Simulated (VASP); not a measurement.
# AsRu under strain

Aim: follow the pressure of AsRu through compression, expansion and shear. All runs use PBEsol. Left out of this account: 1 further run (fields: a reference on another mesh). The start is a computed cell from the Materials Project.

Calculated with VASP 6.6.1; PBEsol; plane waves and PAW (As, Ru_pv).

### 1. The starting structure

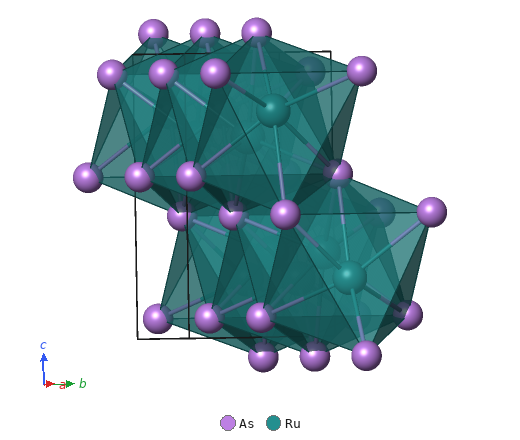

The cell as given, slightly off an axis (arsenic purple, ruthenium teal). 2×1×1 cells are drawn. Some periodic images of atoms are drawn too.

Coordinates:

```
As Ru
1.0
     5.73150    0.00000    0.00000
     0.00000    3.34278    0.00000
     0.00000    0.00000    6.36869
As Ru
4 4
Direct
  0.69622 0.25000 0.06990
  0.30378 0.75000 0.93010
  0.19622 0.25000 0.43010
  0.80378 0.75000 0.56990
  0.49457 0.25000 0.70446
  0.50543 0.75000 0.29554
  0.99457 0.25000 0.79554
  0.00543 0.75000 0.20446
```

### 2. Bands, cell as listed

The mesh alone shows little of the dispersion and can miss band extrema, so KPOINTS_OPT adds a path through the symmetry points after the self-consistent cycle. PBEsol restores the gradient expansion of exchange and is tuned for the cells of solids.

File INCAR:

```
SYSTEM = AsRu
PREC = Accurate
ENCUT = 400
EDIFF = 1E-06
NELM = 100
ISMEAR = -1
SIGMA = 0.05
LREAL = .FALSE.
ALGO = Normal
GGA = PS
NBANDS = 59
LASPH = .TRUE.
LORBIT = 11
LWAVE = .FALSE.
LCHARG = .FALSE.
KPAR = 8
```

File POSCAR:

```
AsRu
1.0
    5.7315034000      0.0000000000      0.0000000000
    0.0000000000      3.3427781800      0.0000000000
    0.0000000000      0.0000000000      6.3686909200
As Ru
4 4
Direct
    0.6962201500      0.2500000000      0.0699048100
    0.3037798500      0.7500000000      0.9300951900
    0.1962201500      0.2500000000      0.4300951900
    0.8037798500      0.7500000000      0.5699048100
    0.4945708900      0.2500000000      0.7044635600
    0.5054291100      0.7500000000      0.2955364400
    0.9945708900      0.2500000000      0.7955364400
    0.0054291100      0.7500000000      0.2044635600
```

File KPOINTS:

```
Automatic mesh
0
Gamma
5 9 5
0 0 0
```

File KPOINTS_OPT:

```
Line mode
12
Line-mode
Reciprocal
  0.00000000   0.00000000   0.00000000 GAMMA
  0.00000000  -0.50000000   0.00000000 X

  0.00000000  -0.50000000   0.00000000 X
 -0.50000000  -0.50000000   0.00000000 S

 -0.50000000  -0.50000000   0.00000000 S
 -0.50000000   0.00000000   0.00000000 Y

 -0.50000000   0.00000000   0.00000000 Y
  0.00000000   0.00000000   0.00000000 GAMMA

  0.00000000   0.00000000   0.00000000 GAMMA
  0.00000000   0.00000000  -0.50000000 Z

  0.00000000   0.00000000  -0.50000000 Z
  0.00000000  -0.50000000  -0.50000000 U

  0.00000000  -0.50000000  -0.50000000 U
 -0.50000000  -0.50000000  -0.50000000 R

 -0.50000000  -0.50000000  -0.50000000 R
 -0.50000000   0.00000000  -0.50000000 T

 -0.50000000   0.00000000  -0.50000000 T
  0.00000000   0.00000000  -0.50000000 Z

 -0.50000000   0.00000000   0.00000000 Y
 -0.50000000   0.00000000  -0.50000000 T

  0.00000000  -0.50000000  -0.50000000 U
  0.00000000  -0.50000000   0.00000000 X

 -0.50000000  -0.50000000   0.00000000 S
 -0.50000000  -0.50000000  -0.50000000 R
```

Potentials, in the order of the species: As and Ru_pv (PBE family, release 64).

Launch:

```
> mpirun -np 8 vasp_std
```

What it wrote:

```text
[banner, memory and clock lines left out]
running    8 mpi-ranks, on    1 nodes
 distrk:  each k-point on    1 cores,    8 groups
 distr:  one band on    1 cores,    1 groups

 POSCAR found type information on POSCAR AsRu
 POSCAR found :  2 types and       8 ions
|                                                                             |
|           W    W    AA    RRRRR   N    N  II  N    N   GGGG   !!!           |
|           W    W   A  A   R    R  NN   N  II  NN   N  G    G  !!!           |
|           W    W  A    A  R    R  N N  N  II  N N  N  G       !!!           |
|           W WW W  AAAAAA  RRRRR   N  N N  II  N  N N  G  GGG   !            |
|           WW  WW  A    A  R   R   N   NN  II  N   NN  G    G                |
|           W    W  A    A  R    R  N    N  II  N    N   GGGG   !!!           |
|                                                                             |
|     For optimal performance we recommend to set                             |
|       NCORE = 2 up to number-of-cores-per-socket                            |
|     NCORE specifies how many cores store one orbital (NPAR=cpu/NCORE).      |
|     This setting can greatly improve the performance of VASP for DFT.       |
|     The default, NCORE=1 might be grossly inefficient on modern             |
|     multi-core architectures or massively parallel machines. Do your        |
|     Unfortunately you need to use the default for GW and RPA                |
|     calculations (for HF NCORE is supported but not extensively tested      |
|     yet).                                                                   |
|                                                                             |

|                                                                             |
|               ----> ADVICE to this user running VASP <----                  |
|                                                                             |
|     You enforced a specific xc type in the INCAR file but a different       |
|     [... a line on the potential file left out ...]
|     I HOPE YOU KNOW WHAT YOU ARE DOING!                                     |
|                                                                             |

 LDA part: xc-table for (Slater+PW92), standard interpolation
 POSCAR, INCAR and KPOINTS ok, starting setup
 FFT: planning ... GRIDC
 FFT: planning ... GRID_SOFT
 FFT: planning ... GRID
 WAVECAR not read
 entering main loop
       N       E                     dE             d eps       ncg     rms          rms(c)
DAV:   1     0.667254262370E+03    0.66725E+03   -0.36000E+04  5710   0.106E+03
DAV:   2    -0.355675683772E+02   -0.70282E+03   -0.66974E+03  5808   0.350E+02
DAV:   3    -0.647127062626E+02   -0.29145E+02   -0.28505E+02  6068   0.716E+01
DAV:   4    -0.650877423711E+02   -0.37504E+00   -0.37435E+00  6124   0.738E+00
DAV:   5    -0.650978041514E+02   -0.10062E-01   -0.10060E-01  7238   0.113E+00    0.269E+01
DAV:   6    -0.637173132510E+02    0.13805E+01   -0.61300E+00  5790   0.149E+01    0.850E+00
DAV:   7    -0.634110120948E+02    0.30630E+00   -0.11175E+00  5599   0.677E+00    0.730E+00
DAV:   8    -0.632914480627E+02    0.11956E+00   -0.31988E-01  5899   0.310E+00    0.692E-01
DAV:   9    -0.632907042734E+02    0.74379E-03   -0.72795E-03  6494   0.347E-01    0.431E-01
DAV:  10    -0.632903286308E+02    0.37564E-03   -0.19379E-03  5814   0.242E-01    0.101E-01
DAV:  11    -0.632902546138E+02    0.74017E-04   -0.23446E-04  6111   0.779E-02    0.314E-02
DAV:  12    -0.632902560971E+02   -0.14833E-05   -0.25555E-05  6332   0.198E-02    0.708E-03
DAV:  13    -0.632902548642E+02    0.12329E-05   -0.34821E-06  5626   0.936E-03    0.354E-03
DAV:  14    -0.632902546043E+02    0.25986E-06   -0.15626E-07  3172   0.194E-03
   1 F= -.63290255E+02 E0= -.63266048E+02  d E =-.484132E-01
 Start KPOINTS_OPT (optional k-point list driver)
k-point batch [1-45\144]
       N       E                     dE             ncg
DAV:   1     0.968812661150E+04   -0.56040E+05     5766
DAV:   2    -0.218629572912E+05   -0.31551E+05     5813
DAV:   3    -0.231451951751E+05   -0.12822E+04     6175
DAV:   4    -0.231624903322E+05   -0.17295E+02     6107
DAV:   5    -0.231629910031E+05   -0.50067E+00     7534
DAV:   6    -0.231630083714E+05   -0.17368E-01     6649
DAV:   7    -0.231630085207E+05   -0.14931E-03     7034
DAV:   8    -0.231630085221E+05   -0.13517E-05     4065
DAV:   9    -0.231630085223E+05   -0.25851E-06     3687
[...]
k-point batch [136-144\144]
       N       E                     dE             ncg
DAV:   1     0.577394795444E+05   -0.19645E+05     1150
DAV:   2     0.515225313620E+05   -0.62169E+04     1167
DAV:   3     0.512710280069E+05   -0.25150E+03     1187
DAV:   4     0.512679514111E+05   -0.30766E+01     1264
DAV:   5     0.512678755322E+05   -0.75879E-01     1442
DAV:   6     0.512678738171E+05   -0.17151E-02     1348
DAV:   7     0.512678738053E+05   -0.11866E-04     1313
DAV:   8     0.512678738052E+05   -0.11078E-06      788
```

The job ended after 2.2 min (8 MPI ranks of AMD EPYC 7R13 (Zen 3), shared host; peak memory 3.2 GiB; 17 min of CPU time).

The logs omit lines about the potential files and the build; timing stands in the text.

OUTCAR, selected parts (step 2):

```text
ion  position               nearest neighbor table
   1  0.696  0.250  0.070-   7 2.44   6 2.46   6 2.46   8 2.58   8 2.58   5 2.60
   2  0.304  0.750  0.930-   8 2.44   5 2.46   5 2.46   7 2.58   7 2.58   6 2.60
   3  0.196  0.250  0.430-   5 2.44   8 2.46   8 2.46   6 2.58   6 2.58   7 2.60
   4  0.804  0.750  0.570-   6 2.44   7 2.46   7 2.46   5 2.58   5 2.58   8 2.60
   5  0.495  0.250  0.704-   3 2.44   2 2.46   2 2.46   4 2.58   4 2.58   1 2.60   7 2.92   7 2.92
                             6 3.10   6 3.10
   6  0.505  0.750  0.296-   4 2.44   1 2.46   1 2.46   3 2.58   3 2.58   2 2.60   8 2.92   8 2.92
                             5 3.10   5 3.10
   7  0.995  0.250  0.796-   1 2.44   4 2.46   4 2.46   2 2.58   2 2.58   3 2.60   5 2.92   5 2.92
                             8 3.10   8 3.10
   8  0.005  0.750  0.204-   2 2.44   3 2.46   3 2.46   1 2.58   1 2.58   4 2.60   6 2.92   6 2.92
                             7 3.10   7 3.10

  LATTYP: Found a simple orthorhombic cell.
 ALAT       =     3.3427781800
 B/A-ratio  =     1.7145928002
 C/A-ratio  =     1.9052089541

 Subroutine GETGRP returns: Found  8 space group operations
 (whereof  2 operations were pure point group operations)

The static configuration has the point symmetry S_2 .
 The point group associated with its full space group is D_2h.

 Found     45 irreducible k-points:

   k-points           NKPTS =     45   k-points in BZ     NKDIM =     45   number of bands    NBANDS=     59

   dimension x,y,z NGX =    40 NGY =   24 NGZ =   42
   dimension x,y,z NGXF=    80 NGYF=   48 NGZF=   84

   ENCUT  =  400.0 eV  29.40 Ry    5.42 a.u.   9.35  5.45 10.39*2*pi/ulx,y,z

   NELECT =      76.0000    total number of electrons

 k-points in reciprocal lattice and weights: Automatic mesh
   0.00000000  0.00000000  0.00000000       0.004
   0.20000000  0.00000000  0.00000000       0.009
   0.40000000  0.00000000  0.00000000       0.009
   0.00000000  0.11111111  0.00000000       0.009
   0.20000000  0.11111111  0.00000000       0.018
   0.40000000  0.11111111  0.00000000       0.018
   0.00000000  0.22222222  0.00000000       0.009
   0.20000000  0.22222222  0.00000000       0.018
   0.40000000  0.22222222  0.00000000       0.018
[...]
0.20000000  0.44444444  0.40000000       0.036
   0.40000000  0.44444444  0.40000000       0.036

 average (electrostatic) potential at core
       1 -45.3087       2 -45.3087       3 -45.3087       4 -45.3087       5 -69.5660
       6 -69.5660       7 -69.5660       8 -69.5660

 E-fermi :   9.7236

 k-point     1 :       0.0000    0.0000    0.0000
  band No.  band energies     occupation
    ...
     35       8.8358      2.00000
     36       8.8863      2.00000
     37       9.0455      2.00000
     38       9.3246      1.99932
     39       9.4222      1.99519
     40      10.4937      0.00000
     41      10.9626      0.00000
     42      11.9196      0.00000
     43      12.1571      0.00000
     44      12.3305      0.00000
    ...

 k-point     2 :       0.2000    0.0000    0.0000
  band No.  band energies     occupation
    ...
     34       8.3836      2.00000
     35       8.7154      2.00000
     36       8.9243      2.00000
     37       9.2280      1.99990
     38       9.4553      1.99070
     39      10.0452      0.00321
     40      10.3909      0.00000
     41      10.7434      0.00000
     42      12.1041      0.00000
     43      12.1871      0.00000
    ...

 k-point     3 :       0.4000    0.0000    0.0000
  band No.  band energies     occupation
    ...
     34       8.4248      2.00000
     35       8.7240      2.00000
     36       9.0215      2.00000
     37       9.1335      1.99999
     38       9.1939      1.99995
     39      10.1826      0.00021
     40      10.2395      0.00007
     41      11.3654      0.00000
     42      12.1525      0.00000
     43      12.2337      0.00000
    ...

  Total       -3.6109046     -3.1675795     -2.6531262      0.0000000      0.0000000      0.0000000
  in kB      -47.4133144    -41.5921933    -34.8371172      0.0000000      0.0000000      0.0000000
  external PRESSURE =     -41.2808750 kB  Pullay stress =       0.0000000 kB

  energy-cutoff  :      400.00
  volume of cell :      122.02
      direct lattice vectors                 reciprocal lattice vectors
     5.731503400  0.000000000  0.000000000     0.174474292  0.000000000  0.000000000
     0.000000000  3.342778180  0.000000000     0.000000000  0.299152366  0.000000000
     0.000000000  0.000000000  6.368690920     0.000000000  0.000000000  0.157018140

 POSITION                                       TOTAL-FORCE (eV/Angst)
 -----------------------------------------------------------------------------------
      3.99039      0.83569      0.44520         0.044029      0.000000     -0.023557
      1.74112      2.50708      5.92349        -0.044029      0.000000      0.023557
      1.12464      0.83569      2.73914         0.044029      0.000000      0.023557
      4.60687      2.50708      3.62955        -0.044029      0.000000     -0.023557
      2.83463      0.83569      4.48651         0.103245      0.000000     -0.104449
      2.89687      2.50708      1.88218        -0.103245      0.000000      0.104449
      5.70039      0.83569      5.06653         0.103245     -0.000000      0.104449
      0.03112      2.50708      1.30217        -0.103245     -0.000000     -0.104449
 -----------------------------------------------------------------------------------
    total drift:                               -0.000000     -0.000000     -0.000000

  FREE ENERGIE OF THE ION-ELECTRON SYSTEM (eV)
  ---------------------------------------------------
  free  energy   TOTEN  =       -63.2902546043 eV

  energy  without entropy=      -63.2418413781  energy(sigma->0) =      -63.26604799

 total charge
# of ion       s       p       d       tot
------------------------------------------
    1        1.199   1.479   0.120   2.799
    2        1.199   1.479   0.120   2.799
    3        1.199   1.479   0.120   2.799
    4        1.199   1.479   0.120   2.799
    5        0.294   6.250   6.195  12.739
    6        0.294   6.250   6.195  12.739
    7        0.294   6.250   6.195  12.739
    8        0.294   6.250   6.195  12.739
--------------------------------------------------
tot          5.974  30.920  25.259  62.153

[... 3 further parts left out ...]
```

Spin-orbit coupling is off here; it would split degenerate levels. The PAW data sets were made with PBE, which is usual practice but a small mismatch for other functionals. At this level the cell is under a tension of 4.1 GPa, so at these settings it is away from equilibrium.

Numbers from this step:

- SCF cycles: 14
- electrons: 76
- bands: 59
- irreducible k-points: 45
- symmetry operations: 8
- free energy (TOTEN): -63.2903 eV
- energy at zero smearing: -63.2660 eV
- Fermi energy: 9.724 eV
- pressure: -4.128 GPa
- metallic: yes

The electronic bands at the labelled points (eV, zero at the Fermi level; # counts the bands kept, so #1 is VASP's band 17):

| point | #19 | #20 | #21 | #22 | #23 | #24 | #25 | #26 |
| --- | --- | --- | --- | --- | --- | --- | --- | --- |
| Γ | -0.89 | -0.84 | -0.68 | -0.40 | -0.30 | 0.77 | 1.24 | 2.20 |
| X | -0.82 | -0.82 | -0.11 | -0.11 | 0.17 | 0.17 | 1.41 | 1.41 |
| S | -0.43 | -0.43 | 0.01 | 0.01 | 0.01 | 0.01 | 1.50 | 1.50 |
| Y | -0.76 | -0.76 | -0.64 | -0.64 | 0.42 | 0.42 | 2.32 | 2.32 |
| Γ | -0.89 | -0.84 | -0.68 | -0.40 | -0.30 | 0.77 | 1.24 | 2.20 |
| Z | -1.16 | -1.16 | -0.60 | -0.60 | 1.40 | 1.40 | 1.80 | 1.80 |
| U | -0.89 | -0.89 | -0.03 | -0.03 | 0.00 | 0.00 | 1.27 | 1.27 |
| R | -0.85 | -0.85 | -0.01 | -0.01 | -0.01 | -0.01 | 2.44 | 2.44 |
| T | -1.07 | -1.07 | -0.39 | -0.39 | 1.32 | 1.32 | 1.39 | 1.39 |
| Z | -1.16 | -1.16 | -0.60 | -0.60 | 1.40 | 1.40 | 1.80 | 1.80 |
| jump to Y | -0.76 | -0.76 | -0.64 | -0.64 | 0.42 | 0.42 | 2.32 | 2.32 |
| T | -1.07 | -1.07 | -0.39 | -0.39 | 1.32 | 1.32 | 1.39 | 1.39 |
| jump to U | -0.89 | -0.89 | -0.03 | -0.03 | 0.00 | 0.00 | 1.27 | 1.27 |
| X | -0.82 | -0.82 | -0.11 | -0.11 | 0.17 | 0.17 | 1.41 | 1.41 |
| jump to S | -0.43 | -0.43 | 0.01 | 0.01 | 0.01 | 0.01 | 1.50 | 1.50 |
| R | -0.85 | -0.85 | -0.01 | -0.01 | -0.01 | -0.01 | 2.44 | 2.44 |

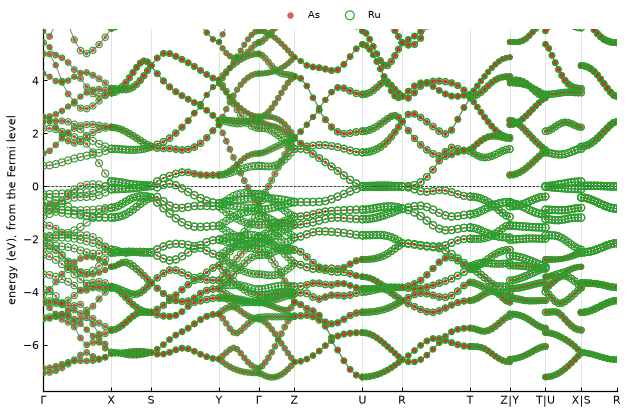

Electronic bands along the path; dots are coloured as in the legend, and their area grows with the weight.

Force by atom:

| atom | x (eV/Å) | y (eV/Å) | z (eV/Å) | size |
| --- | --- | --- | --- | --- |
| As1 | 0.044 | 0.000 | -0.024 | 0.050 |
| As2 | -0.044 | 0.000 | 0.024 | 0.050 |
| As3 | 0.044 | 0.000 | 0.024 | 0.050 |
| As4 | -0.044 | 0.000 | -0.024 | 0.050 |
| Ru5 | 0.103 | 0.000 | -0.104 | 0.147 |
| Ru6 | -0.103 | 0.000 | 0.104 | 0.147 |
| Ru7 | 0.103 | 0.000 | 0.104 | 0.147 |
| Ru8 | -0.103 | 0.000 | -0.104 | 0.147 |

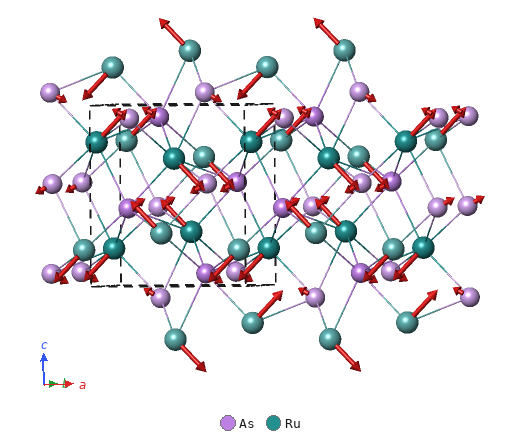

Force as arrows, the longest 0.147 eV/Å. 2×1×1 cells are drawn. Some periodic images of atoms are drawn too.

There is no gap at this level.

(Continued in part 2 of 4.)

[Lines on the potential files, build, host, timing and source positions are cut from VASP's logs without a mark.]

[Logs are printed without paths, hosts, clocks, repeated set-up lines and the standing remarks that a program may print on its own settings, such as how far it seeks lower states.]

[Hosts, paths, dates, database ids (printed as entryN), source tags and the programs' standing remarks are cut or masked in the printed files.]

[A measured line is paired with the nearest computed mode of its activity, which favours agreement.]
